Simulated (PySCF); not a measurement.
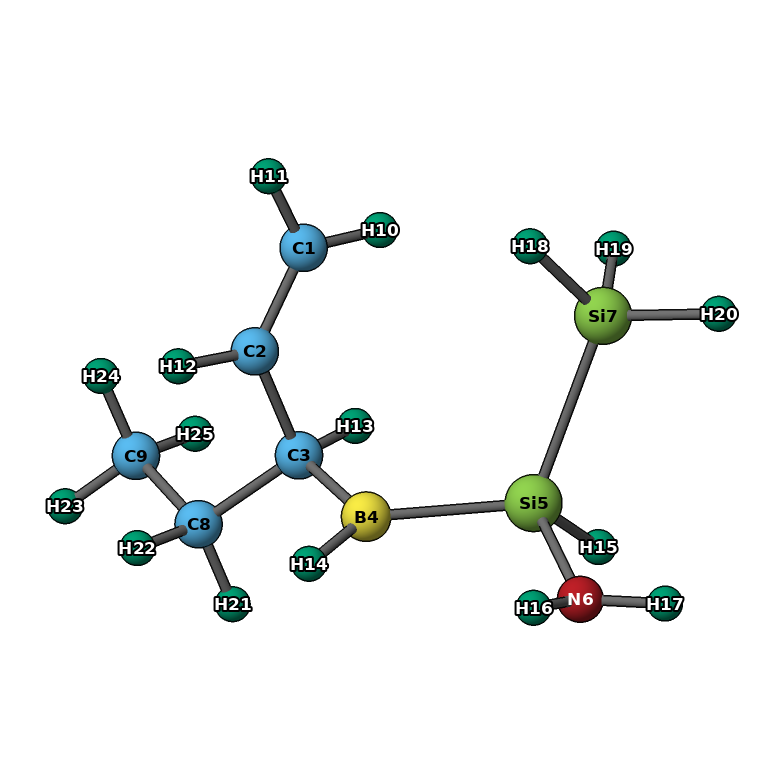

The questions are on isotropic NMR shieldings of the H atoms. Computed geometry: GFN2-xTB optimisation. No frequency run is at hand to confirm it as a minimum. Level of theory: GIAO PBE0/pcSseg-1 NMR shielding, non-relativistic, gas phase (PySCF 2.14.0).

**Which H atom is the most shielded (lowest chemical shift)?**

H17 (32.37 ppm).

**Which H atom is the least shielded (highest chemical shift)?**

H14 (23.09 ppm).

**How wide is the range of H shifts?**

9.28 ppm.

List the isotropic NMR shieldings of the H atoms.

| atom | σ (ppm) |
| --- | --- |
| H10 | 26.20 |
| H11 | 25.97 |
| H12 | 26.53 |
| H13 | 28.72 |
| H14 | 23.09 |
| H15 | 26.15 |
| H16 | 32.13 |
| H17 | 32.37 |
| H18 | 28.77 |
| H19 | 28.37 |
| H20 | 28.31 |
| H21 | 29.98 |
| H22 | 30.12 |
| H23 | 30.53 |
| H24 | 30.46 |
| H25 | 30.96 |

The geometry is semi-empirical. Around B, Si such bond lengths and angles can be off by a tenth of an ångström or more and by several degrees, and values that hang on the shape move with them.
